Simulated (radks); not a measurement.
The iron ion Fe¹⁵⁺; electrons: [Ne] 3s1 (high spin). Computed with the in-house radial solver radks: scalar-relativistic Kohn-Sham, PBE, spin-polarised, spherical densities, finite nucleus.

```
Z 26
configuration [Ne] 3s1 3p0 4s0 3d0 4f0
relativity scalar-relativistic
functional pbe,pbe
spin polarised
nucleus finite rms 3.7377 fm
c 137.035999084
```

Wanted: the number of electrons inside radius r (solid) and the radial density 4πr²ρ (dashed).

The count levels off at 11 electrons. Half of them lie within 0.206 bohr, 90 % within 0.476 bohr and 99 % within 0.960 bohr. The radial density has a minimum at 0.0915 bohr, where the count stands at 2.1; this parts the shells that the density resolves.

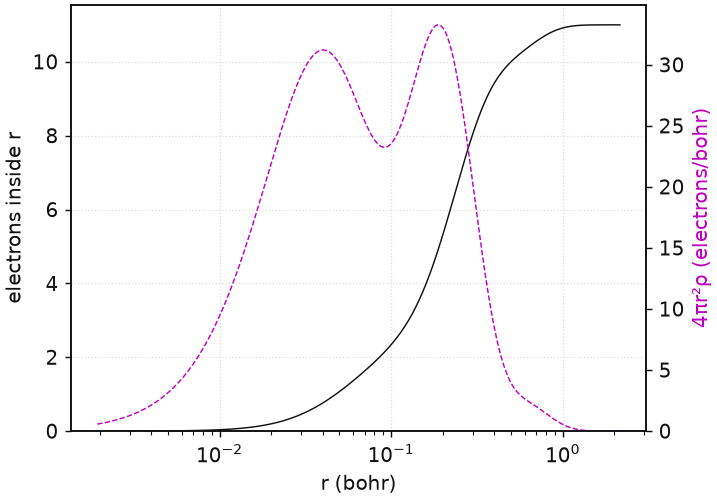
